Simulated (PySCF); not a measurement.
**CF2: relaxation and vibrations of the triplet**

Where does triplet CF2 go from a linear start, is the end point a minimum, and what are its modes, charges and moments?

Program: PySCF 2.14.0. Level of theory: PBE0, basis C def2-TZVP, F def2-TZVP, no relativity, density fitting. These are calculated values, not measurements.

**1. The starting structure**

3 atoms, charge 0, spin multiplicity 3.

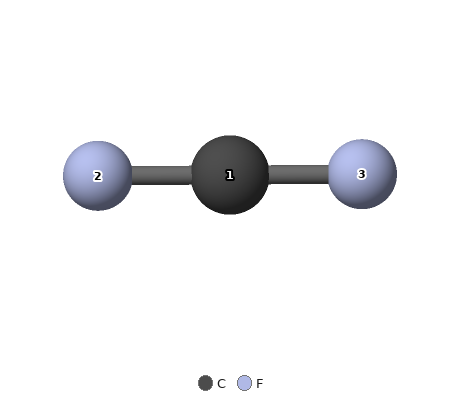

As it starts; carbon dark grey, fluorine light blue; atoms are numbered from 1 in the order of the file.

Z-matrix (Å, degrees; charge 0 multiplicity 3):
```
C
F  1 1.3900
F  1 1.3900 2 180.00
```

**2. Relaxing the triplet from the linear start**

One driver script runs all steps and calls PySCF; scf.py shows how it sets up the SCF of each step. The optimiser is the driver's own. Before each start the driver seeks the lowest SCF state from one or more starting densities and follows internal instabilities, so scf.py alone need not reach the same state.

The program finds D∞h symmetry in the start, which this walk keeps. The walk stops when the largest gradient is under 0.0003 Eh/bohr and the energy has settled too.

Input file scf.py:

```python
from pyscf import gto, scf, dft
mol = gto.M(atom='''
C      0.000000     0.000000     0.000000
F      0.000000     0.000000     1.390000
F      0.000000     0.000000    -1.390000''',
    basis={'C': 'def2-TZVP', 'F': 'def2-TZVP'},
    charge=0, spin=2)
mf = dft.UKS(mol, xc='PBE0')
mf.grids.atom_grid = (50, 194)
aux = {'C': 'def2-universal-JKFIT', 'F': 'def2-universal-JKFIT'}
mf = mf.density_fit(auxbasis=aux)
mf.kernel()
```

The optimiser's trace:

```
step  energy (Eh)  change (kJ/mol)  largest symmetric gradient (Eh/bohr)
   0  -237.397325             0.00                               0.00719
   1  -237.397486            -0.42                               0.00153
   2  -237.397494            -0.44                               0.00005
```

The walk needed 1.8 s of wall time on 4 threads, shared host.

Positions (Å) and forces (eV/Å) along the way:

```
step 0
C    0.000   0.000   0.000   0.000   0.000   0.000
F    0.000   0.000   1.390   0.000   0.000   0.370
F    0.000   0.000  -1.390   0.000   0.000  -0.370
step 1
C    0.000   0.000   0.000   0.000   0.000   0.000
F    0.000   0.000   1.405   0.000   0.000  -0.079
F    0.000   0.000  -1.405   0.000   0.000   0.079
step 2
C    0.000   0.000   0.000   0.000   0.000   0.000
F    0.000   0.000   1.403   0.000   0.000  -0.002
F    0.000   0.000  -1.403   0.000   0.000   0.002
```

End point (D∞h, 2 steps, 0.4 kJ/mol gained): C–F 1.403 Å (×2); F–C–F 180.0°.

**3. Frequencies**

On the finer grid the gradient is checked again; gradients at displacements of ±0.01 bohr then give force constants and infrared intensities.

scf.py, as its differences from that of step 2:

```diff
@@ -4,2 +4,2 @@
-F      0.000000     0.000000     1.390000
-F      0.000000     0.000000    -1.390000''',
+F     -0.000000    -0.000000     1.402608
+F      0.000000     0.000000    -1.402608''',
@@ -9 +9 @@
-mf.grids.atom_grid = (50, 194)
+mf.grids.atom_grid = (75, 302)
```

This SCF starts from the last density.

Log of the central SCF (cycles and frontier levels):

```text
init E= -237.397497624948
[... the frontier-level lines of each cycle are left out ...]
cycle= 1 E= -237.39749762479  delta_E= 1.58e-10  |g|= 2.69e-05  |ddm|= 1.62e-05
cycle= 2 E= -237.397497624238  delta_E= 5.53e-10  |g|= 5e-05  |ddm|= 2.98e-05
cycle= 3 E= -237.397497625018  delta_E= -7.8e-10  |g|= 2.49e-07  |ddm|= 1.93e-05
cycle= 4 E= -237.397497625018  delta_E= 2.84e-13  |g|= 1.47e-07  |ddm|= 4.58e-07
Extra cycle  E= -237.397497625017  delta_E= 3.41e-13  |g|= 1.52e-07  |ddm|= 2.56e-07
converged SCF energy = -237.397497625017  <S^2> = 2.00979  2S+1 = 3.0065196
```

The whole step took 8.6 s.

Geometry: D∞h; C–F 1.403 Å (×2); F–C–F 180.0°.

Wavenumbers (cm⁻¹): 1409i, 159, 619, 640. These are not to be trusted: the point is only loosely found or the SCF state changes between the displacements.

**4. Downhill along the imaginary mode**

The start is the last point, displaced along its most imaginary mode.

The program finds C2v symmetry in the start, which this walk keeps. The walk stops when the largest gradient is under 0.0003 Eh/bohr and the energy has settled too.

scf.py, as its differences from that of step 3:

```diff
@@ -3,3 +3,3 @@
-C      0.000000     0.000000     0.000000
-F     -0.000000    -0.000000     1.402608
-F      0.000000     0.000000    -1.402608''',
+C      0.105604     0.056990    -0.000000
+F     -0.033351    -0.017998     1.402608
+F     -0.033351    -0.017998    -1.402608''',
@@ -9 +9 @@
-mf.grids.atom_grid = (75, 302)
+mf.grids.atom_grid = (50, 194)
```

Steps of the walk:

```
step  energy (Eh)  change (kJ/mol)  largest symmetric gradient (Eh/bohr)
   0  -237.415550             0.00                               0.06982
   1  -237.460276          -117.43                               0.07275
   2  -237.490593          -197.03                               0.02558
   3  -237.490596          -197.03                               0.02557
   4  -237.491801          -200.20                               0.00210
   5  -237.491812          -200.23                               0.00036
   6  -237.491813          -200.23                               0.00002
```

The walk took 4.8 s.

Geometry (Å) and forces (eV/Å) at some steps:

```
step 0
C    0.106   0.057   0.000   3.588   1.942   0.000
F   -0.033  -0.018   1.403  -1.794  -0.971  -1.968
F   -0.033  -0.018  -1.403  -1.794  -0.971   1.968
step 1
C    0.292   0.158   0.000   0.165   0.085   0.000
F   -0.126  -0.068   1.333  -0.083  -0.042  -3.741
F   -0.126  -0.068  -1.333  -0.083  -0.042   3.741
step 3
C    0.383   0.207   0.000   1.317   0.706   0.000
F   -0.172  -0.093   1.119  -0.658  -0.353   1.067
F   -0.172  -0.093  -1.119  -0.658  -0.353  -1.067
step 6
C    0.400   0.216   0.000   0.003  -0.003   0.000
F   -0.180  -0.097   1.130  -0.002   0.002   0.001
F   -0.180  -0.097  -1.130  -0.002   0.002  -0.001
```

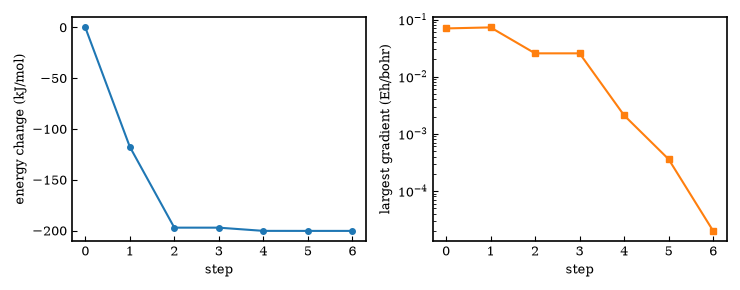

How energy and gradient fall.

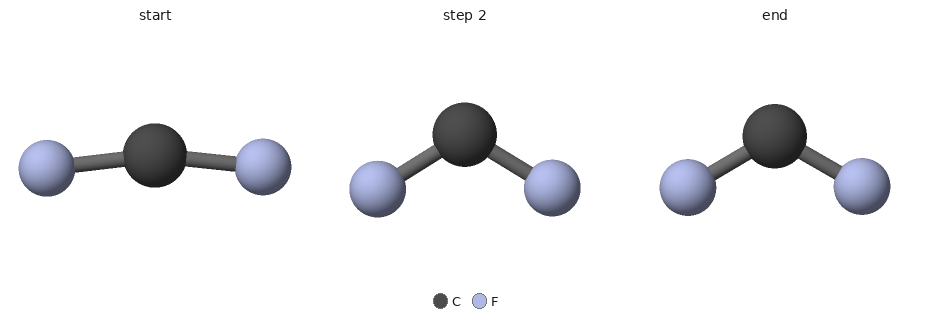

The geometry along the walk, at one scale.

End point (C2v, 6 steps, 200.2 kJ/mol gained): C–F 1.309 Å (×2); F–C–F 119.5°.

**5. Vibrations and properties at this point**

The same treatment as at the point before.

scf.py, as its differences from that of step 4:

```diff
@@ -3,3 +3,3 @@
-C      0.105604     0.056990    -0.000000
-F     -0.033351    -0.017998     1.402608
-F     -0.033351    -0.017998    -1.402608''',
+C      0.440928     0.237950     0.000000
+F     -0.139252    -0.075148     1.130397
+F     -0.139252    -0.075148    -1.130397''',
@@ -9 +9 @@
-mf.grids.atom_grid = (50, 194)
+mf.grids.atom_grid = (75, 302)
```

SCF at the final geometry:

```text
init E= -237.491804522896
[... the frontier-level lines of each cycle are left out ...]
cycle= 1 E= -237.491804522897  delta_E= -9.66e-13  |g|= 3.78e-07  |ddm|= 4.16e-07
Extra cycle  E= -237.491804522897  delta_E= 1.14e-13  |g|= 5.76e-07  |ddm|= 4.26e-07
converged SCF energy = -237.491804522897  <S^2> = 2.0037809  2S+1 = 3.0025196
```

The whole step took 9.2 s.

Geometry: C2v; C–F 1.309 Å (×2); F–C–F 119.5°.

Harmonic modes (main isotopes):

| symmetry | ω (cm⁻¹) | IR (km/mol) |
| --- | --- | --- |
| a1 | 521 | 6.8 |
| a1 | 1175 | 55.2 |
| b2 | 1358 | 299 |

Every mode is real; the point is a minimum.

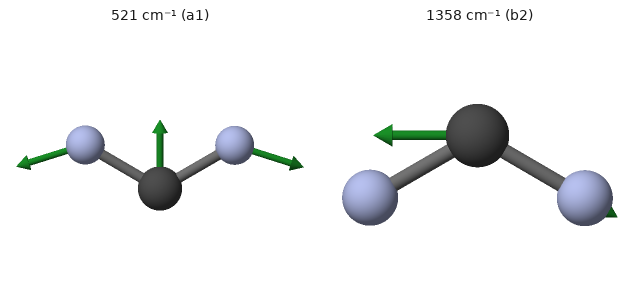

How the atoms move in 2 of the modes.

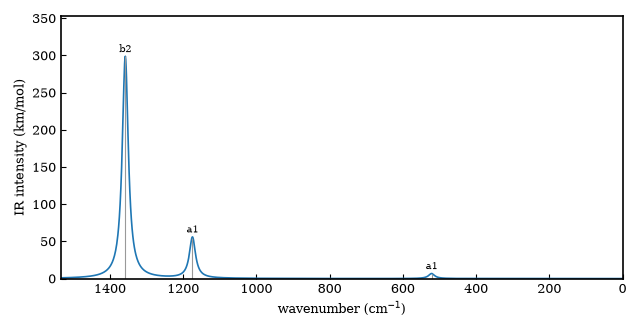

The harmonic infrared spectrum (widths in cm⁻¹). Lines are broadened to a width of 20 cm⁻¹ (Lorentzian).

Properties at this point:

```yaml
Dipole_moment: 0.35 D
Highest_occupied_level: -6.14 eV
Lowest_empty_level: -3.63 eV
Rotational_constants: 4.253, 0.3472, 0.321 cm⁻¹
Zero-point_energy: 18.3 kJ/mol
Principal_polarisabilities: 10.5, 12.1, 16.0 bohr³
Atomisation_energy_without_zero-point_energy: 877 kJ/mol
Principal_traceless_quadrupole_moments_about_the_centre_of_mass: -1.15, 0.23, 0.92 D Å
Entropy_at_298.15_K_and_1_bar_electronic_part_spin_only: 250.7 J/(mol K)
Heat_capacity_Cp_at_298.15_K: 39.7 J/(mol K)
Enthalpy_at_298.15_K_above_0_K: 10.54 kJ/mol
Rotational_symmetry_number: 2
Spin_squared_⟨S²⟩: 2.004
```

Populations by atom (charges in e):

```json
{"atom": "C1", "Mulliken": "0.24", "Löwdin": "-0.42", "polar tensor": "0.82", "spin (Mulliken)": "1.76", "Mayer order to C1": "–"}
{"atom": "F2,3", "Mulliken": "-0.12", "Löwdin": "0.21", "polar tensor": "-0.41", "spin (Mulliken)": "0.12", "Mayer order to C1": "1.14"}
```

Mulliken populations on C1: s 3.22, p 2.35, d 0.17, f 0.03.

**6. Outcome**

| quantity | value |
| --- | --- |
| minimum | triplet, C2v |
| geometry | C–F 1.309 Å (×2); F–C–F 119.5° |
| wavenumbers (cm⁻¹) | 521 (a1), 1175 (a1), 1358 (b2) |
| dipole moment | 0.35 D |
| highest occupied, lowest empty level (either spin) | -6.14, -3.63 eV |
| polar-tensor charge of C1 | +0.82 e |
| zero-point energy | 18.3 kJ/mol |
| entropy at 298.15 K | 250.7 J/(mol K) |
| atomisation energy (no zero-point energy) | 877 kJ/mol |
| ⟨S²⟩ | 2.004 |

In words: From D∞h at the start the molecule goes to a C2v minimum. In the infrared the band at 1358 cm⁻¹ (b2) leads. Most of the spin sits on C1 (Mulliken spin 1.76, against 2 for the whole molecule). Only this shape and spin were tried, so other structures or states may lie lower.

The search up to here needed 30 s of wall time on 4 threads, shared host.
